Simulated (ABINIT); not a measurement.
# A GW chain in ABINIT: MoS2 (P6_3/mmc), part 2 of 2

Aim: the G0W0 gap of MoS2 (P6_3/mmc) on PBE, step by step.

ABINIT 10.8.3; PBE and many-body steps on it, plane waves. Known limits of the many-body steps: not at the basis limit; no spin-orbit coupling; coarse k mesh.

So far. Step 2 (Ground state): The gap is indirect, with the least direct gap 0.77 eV higher. Step 3 (Empty states on the mesh, 3×3×1 mesh, 116 bands): On this mesh the gap is 1.052 eV. The earlier step found 0.889 eV, so this mesh misses an edge.

The database entry behind the starting cell differs from later determinations by our own check (about 0.3 % long), so it need not match the best structure at ambient conditions.

### Step 4. Screening, 3×3×1 mesh, 106 bands, screening to 108.8 eV

The RPA dielectric matrix is built and inverted for each q.

This step: RPA screening on PBE, plane waves, norm-conserving pseudopotentials.

run.abi reads:

```
acell 3*1.0 Angstrom
rprim 
  3.169000000004 -0.000000000001 0.000000000000
  -1.584500000001 2.744434504597 0.000000000000
  0.000000000000 0.000000000000 12.324000000000
ntypat 2
znucl 42 16
natom 6
typat 1 1 2 2 2 2
xred 
  0.333333333333 0.666666666667 0.250000000000
  0.666666666667 0.333333333333 0.750000000000
  0.333333333333 0.666666666667 0.623000000000
  0.666666666667 0.333333333333 0.123000000000
  0.333333333333 0.666666666667 0.877000000000
  0.666666666667 0.333333333333 0.377000000000
pp_dirpath "pseudos"
pseudos "Mo.upf, S.upf"
ecut 36
ngkpt 3 3 1
nshiftk 1
shiftk 0 0 0
kptopt 1
chksymbreak 0
istwfk *1
occopt 1
irdwfk 1
optdriver 3
nband 106
ecuteps 4
inclvkb 2
awtr 1
symchi 1
indata_prefix "in"
outdata_prefix "out"
tmpdata_prefix "tmp"
```

Started as:

```console
$ OMP_NUM_THREADS=1 mpirun -n 8 abinit run.abi > log
```

Numbers of over 12 decimals in the logs are rounded to 6 here.

The log of the run:

```text
.Version 10.8.3 of ABINIT. v10.8.2 released Aug 2026.

 Symmetries : space group P6_3/m m c (#194); Bravais hP (primitive hexag.)
[... echo of the input left out ...]
== DATASET  1 ==================================================================
-   mpi_nproc: 8, omp_nthreads: 1 (-1 if OMP is not activated)

--- !DatasetInfo
iteration_state: {dtset: 1, }
dimensions: {natom: 6, nkpt: 3, mband: 106, nsppol: 1, nspinor: 1, nspden: 1, mpw: 7476, }
cutoff_energies: {ecut:  36.0, pawecutdg:  -1.0, }
electrons: {nelect:   5.20000000E+01, charge:   0.00000000E+00, occopt:   1.00000000E+00, tsmear:   1.00000000E-02, }

 SCREENING: Calculation of the susceptibility and dielectric matrices

 Based on a program developped by R.W. Godby, V. Olevano, G. Onida, and L. Reining.
 Incorporated in ABINIT by V. Olevano, G.-M. Rignanese, and M. Torrent.
.Using double precision arithmetic ; gwpc =  8

[... cell and pseudopotentials left out ...]
--------------------------------------------------------------------------------

 ==== K-mesh for the wavefunctions ====
 Number of points in the irreducible wedge :     3
[... list of points left out ...]
 Together with 24 symmetry operations and time-reversal symmetry
 yields     9 points in the full Brillouin Zone.

 ==== Q-mesh for the screening function ====
 Number of points in the irreducible wedge :     3
[... list of points left out ...]
 Together with 24 symmetry operations and time-reversal symmetry
 yields     9 points in the full Brillouin Zone.

 setmesh: FFT mesh size selected  =    20x   20x   90
          total number of points  =        36000

 vcoul_init : cutoff-mode = AUXILIARY_FUNCTION
 q-points for optical limit:   1
     1)      0.000010    0.000020    0.000030

- screening: taking advantage of time-reversal symmetry
- Maximum band index for partially occupied states nbvw = 26
- Remaining bands to be divided among processors   nbcw = 80
- Number of bands treated by each node ~10

 Number of electrons calculated from density =   52.0000; Expected =   52.0000
 average of density, n =  0.071892
 r_s =    1.4919
 omega_plasma =   25.8640 [eV]

 calculating chi0 at frequencies [eV] :
  1    0.000000E+00    0.000000E+00
  2    0.000000E+00    2.586399E+01

--------------------------------------------------------------------------------
  q-point number  1        q = ( 0.000000, 0.000000, 0.000000) [r.l.u.]
--------------------------------------------------------------------------------
[... chi0 elements left out ...]
 For q-point:  0.000010 0.000020 0.000030
  dielectric constant =  17.3458
  dielectric constant without local fields =  19.5360

  Average fulfillment of the sum rule on Im[epsilon] for q-point    1 :     69.56  [%]
[... wings left out ...]
  q-point number  2        q = ( 0.333333, 0.000000, 0.000000) [r.l.u.]
--------------------------------------------------------------------------------
[... chi0 elements left out ...]
  Average fulfillment of the sum rule on Im[epsilon] for q-point    2 :     64.95  [%]

 [... 1 further q-points ...]
```

Wall time 21 s (8 MPI ranks of Arm Neoverse N1, shared host); peak memory 1.6 GiB.

Numbers from this step:

```
ε∞ with local fields, on this mesh, along the program's q direction : 17.35
the same without local fields                                       : 19.54
plasma frequency                                                    : 25.86 eV
plane waves in the screening matrix                                 : 291
```

Local fields lower ε∞ by 11 %. On a Γ-centred mesh this coarse the value itself is usually too large, while a short band sum pulls it down.

### Step 5. Self-energy, 3×3×1 mesh, 106 bands, screening to 108.8 eV

The self-energy is evaluated for the states that the input lists, and the levels follow from it, in one-shot runs by the linearised quasiparticle equation.

This step: G0W0 on PBE, plane waves, norm-conserving pseudopotentials.

Changes to run.abi since step 4:

```diff
@@ -27,8 +27,17 @@
 irdwfk 1
-optdriver 3
+optdriver 4
 nband 106
+gwcalctyp 0
+ecutsigx 36
+symsigma 1
+nkptgw 2
+kptgw 
+  0.0000000000 0.0000000000 0.0000000000
+  0.3333333333 0.3333333333 0.0000000000
+bdgw 
+  25 28
+  25 28
 ecuteps 4
-inclvkb 2
-awtr 1
-symchi 1
+irdscr 1
+ppmodel 1
 indata_prefix "in"
```

The log of the run:

```text
.Version 10.8.3 of ABINIT. v10.8.2 released Aug 2026.

 Symmetries : space group P6_3/m m c (#194); Bravais hP (primitive hexag.)
[... echo of the input left out ...]
== DATASET  1 ==================================================================
-   mpi_nproc: 8, omp_nthreads: 1 (-1 if OMP is not activated)

--- !DatasetInfo
iteration_state: {dtset: 1, }
dimensions: {natom: 6, nkpt: 3, mband: 106, nsppol: 1, nspinor: 1, nspden: 1, mpw: 7476, }
cutoff_energies: {ecut:  36.0, pawecutdg:  -1.0, }
electrons: {nelect:   5.20000000E+01, charge:   0.00000000E+00, occopt:   1.00000000E+00, tsmear:   1.00000000E-02, }

 SIGMA: Calculation of the GW corrections

 Based on a program developped by R.W. Godby, V. Olevano, G. Onida, and L. Reining.
 Incorporated in ABINIT by V. Olevano, G.-M. Rignanese, and M. Torrent.
.Using double precision arithmetic ; gwpc =  8

[... cell and pseudopotentials left out ...]
--------------------------------------------------------------------------------

 ==== K-mesh for the wavefunctions ====
 Number of points in the irreducible wedge :     3
[... list of points left out ...]
 Together with 24 symmetry operations and time-reversal symmetry
 yields     9 points in the full Brillouin Zone.

 ==== Q-mesh for screening function ====
 Number of points in the irreducible wedge :     3
[... list of points left out ...]
 Together with 24 symmetry operations and time-reversal symmetry
 yields     9 points in the full Brillouin Zone.

 vcoul_init : cutoff-mode = AUXILIARY_FUNCTION
 q-points for optical limit:   1
     1)      0.000010    0.000020    0.000030
 setmesh: FFT mesh size selected  =    32x   32x  128
          total number of points  =       131072

 Number of electrons calculated from density =   52.0000; Expected =   52.0000
 average of density, n =  0.071892
 r_s =    1.4919
 omega_plasma =   25.8640 [eV]

 === KS Band Gaps ===
  >>>> For spin  1
   Minimum direct gap =   1.6539 [eV], located at k-point      :   0.3333  0.3333  0.0000
   Fundamental gap    =   1.0518 [eV], Top of valence bands at :   0.0000  0.0000  0.0000
                                       Bottom of conduction at :   0.3333  0.3333  0.0000
 SIGMA fundamental parameters:
 PLASMON POLE MODEL  1
 number of plane-waves for SigmaX                 7437
 number of plane-waves for SigmaC and W            291
 number of plane-waves for wavefunctions          7437
 number of bands                                   106
 number of independent spin polarizations            1
 number of spinorial components                      1
 number of k-points in IBZ                           3
 number of q-points in IBZ                           3
 number of symmetry operations                      24
 number of k-points in BZ                            9
 number of q-points in BZ                            9
 number of frequencies for dSigma/dE                 9
 frequency step for dSigma/dE [eV]                0.25
 number of omega for Sigma on real axis              0
 max omega for Sigma on real axis  [eV]           0.00
 zcut for avoiding poles [eV]                     0.10

 EPSILON^-1 parameters (SCR file):
 dimension of the eps^-1 matrix on file            291
 dimension of the eps^-1 matrix used               291
 number of plane-waves for wavefunctions          7437
 number of bands                                   106
 number of q-points in IBZ                           3
 number of frequencies                               2
 number of real frequencies                          1
 number of imag frequencies                          1

 matrix elements of self-energy operator (all in [eV])

 Perturbative Calculation

--- !SelfEnergy_ee
iteration_state: {dtset: 1, }
kpoint     : [   0.000,    0.000,    0.000, ]
spin       : 1
KS_gap     :    2.100
QP_gap     :    2.580
Delta_QP_KS:    0.480
data: !SigmaeeData |
     Band     E0 <VxcDFT>   SigX SigC(E0)      Z dSigC/dE  Sig(E)    E-E0       E
       25   7.290 -15.395 -16.765   1.757   0.777  -0.287 -15.094   0.301   7.591
       26   8.434 -16.370 -17.413   1.566   0.774  -0.292 -15.966   0.404   8.839
       27  10.534 -15.683 -10.950  -3.596   0.778  -0.285 -14.798   0.884  11.418
       28  10.534 -15.683 -10.950  -3.596   0.778  -0.285 -14.798   0.884  11.418

--- !SelfEnergy_ee
iteration_state: {dtset: 1, }
kpoint     : [   0.333,    0.333,    0.000, ]
spin       : 1
KS_gap     :    1.654
QP_gap     :    2.306
Delta_QP_KS:    0.652
data: !SigmaeeData |
     Band     E0 <VxcDFT>   SigX SigC(E0)      Z dSigC/dE  Sig(E)    E-E0       E
       25   7.670 -16.196 -17.477   1.792   0.776  -0.288 -15.800   0.397   8.067
       26   7.832 -16.549 -17.783   1.793   0.775  -0.290 -16.116   0.433   8.265
       27   9.486 -17.601 -12.714  -3.484   0.773  -0.293 -16.516   1.085  10.572
       28   9.486 -17.601 -12.714  -3.484   0.773  -0.293 -16.516   1.085  10.572

== END DATASET(S) ==============================================================
================================================================================

 -outvars: echo values of variables after computation  --------
           etotal      0.0000000000E+00
            nband         106
             nkpt           3
          spgroup         194
 [... the other variables as echoed above ...]

 Calculation completed.
```

It took 9.8 s on 8 MPI ranks; peak memory 1.1 GiB; 77 s of CPU time.

This step gave:

```yaml
g0w0_gap_on_the_points_computed: 1.733 eV
starting_gap_on_the_mesh: 1.052 eV
k_of_the_valence_top: 0, 0, 0
k_of_the_conduction_bottom: 0.3333, 0.3333, 0
z_at_the_valence_top: 0.774
z_at_the_conduction_bottom: 0.773
least_direct_g0w0_gap_on_the_computed_points: 2.307 eV
```

The gap on the mesh goes from 1.05 eV to 1.73 eV, a correction of +0.68 eV. The start differs from the 0.89 eV found before because the two sample other k points.

Limits: finite bands, cutoff and mesh; no spin-orbit coupling; coarse k mesh. v1 is the top filled band, c1 the lowest empty one. Levels before and after the correction, in eV, zero at the valence-band top of each column:

|  | conduction bottom | valence top |
| --- | --- | --- |
| Kohn-Sham | 1.05 | 0.00 |
| G0W0 | 1.73 | 0.00 |

|  | level | energy (eV) |
| --- | --- | --- |
| Kohn-Sham | Γ v2 | -1.145 |
| Kohn-Sham | Γ v1 | 0.000 |
| Kohn-Sham | Γ c1-c2 | 2.100 |
| Kohn-Sham | (0.333 0.333 0) v2 | -0.764 |
| Kohn-Sham | (0.333 0.333 0) v1 | -0.602 |
| Kohn-Sham | (0.333 0.333 0) c1-c2 | 1.052 |
| G0W0 | Γ v2 | -1.248 |
| G0W0 | Γ v1 | 0.000 |
| G0W0 | Γ c1-c2 | 2.579 |
| G0W0 | (0.333 0.333 0) v2 | -0.772 |
| G0W0 | (0.333 0.333 0) v1 | -0.574 |
| G0W0 | (0.333 0.333 0) c1-c2 | 1.733 |

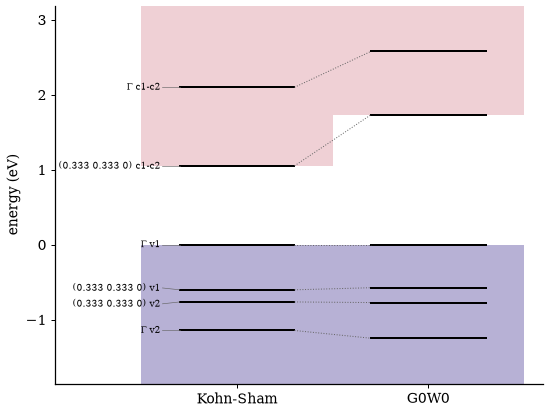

Levels before and after the correction. Shaded: valence and conduction bands.

### Step 6. Where the time went

Times are wall times on the hardware named with each run, good to a factor of about two.

| step | time | share | memory (GiB) |
| --- | --- | --- | --- |
| ground state | 47 s | 42 % | 0.81 |
| empty states on the mesh | 35 s | 31 % | 0.3 |
| screening | 21 s | 18 % | 1.6 |
| self-energy | 9.8 s | 9 % | 1.1 |

### Step 7. Results

```yaml
pbe_gap: 0.89 eV, indirect
g0w0_gap_on_the_mesh: 1.73 eV
g0w0_gap_over_the_zone_rigid_shift: 1.57 eV
gw_settings: 3×3×1 mesh, 106 bands, screening to 108.8 eV, Godby-Needs plasmon pole
known_limits: not at the basis limit; no spin-orbit coupling; coarse k mesh
```

G0W0 moves the gap on the mesh from 1.05 eV to 1.73 eV (+0.68 eV), with Z of 0.77 and 0.77 at the edges. The mesh misses the band edges by 0.16 eV in all; a rigid shift gives 1.57 eV for the zone. Local fields lower the RPA ε∞ on this mesh from 19.54 to 17.35; a Γ-centred mesh this coarse tends to raise both, most where the direct gap is narrow, while a short band sum lowers them. Only 2 of the mesh's irreducible points were corrected, so a valley elsewhere could overtake. Bands and cutoff are finite, so the gap is not at the basis limit. The miss can reach some tenths of an eV and take either sign; the mesh is an error of its own. In the G0W0 run levels were corrected at 2 k points alone, so a gap called «on the mesh» is the least over those, and an edge elsewhere would be missed. A denser mesh or path gives a starting gap of 0.89 eV: the GW mesh misses a band edge, so its gaps are not the fundamental one. The 3×3×1 mesh is coarse for this cell, which bears on the long-range parts of exchange and screening. The many-body steps are scalar-relativistic: spin-orbit coupling is not in them.

[Paths, hosts, dates, memory and timing lines, banners, echoed tables and standing remarks are left out of the program output.]

[Logs are printed without paths, hosts, clocks, repeated set-up lines and the standing remarks that a program may print on its own settings, such as how far it seeks lower states.]

[Runs of the session that timed out or met a known fault of the program may be left out.]

[Hosts, paths, dates, database ids (printed as entryN), source tags and the programs' standing remarks are cut or masked in the printed files.]

[G0W0 gaps are taken among the corrected bands and points alone; a level outside them can change the order at an edge.]

[Where Ansatz stands beside ABINIT at settings called matched, ABINIT's density can come from a denser mesh and the files from another edition; pairs whose starting gaps differed by over 0.03 eV were left out, so agreement reads better than it is.]
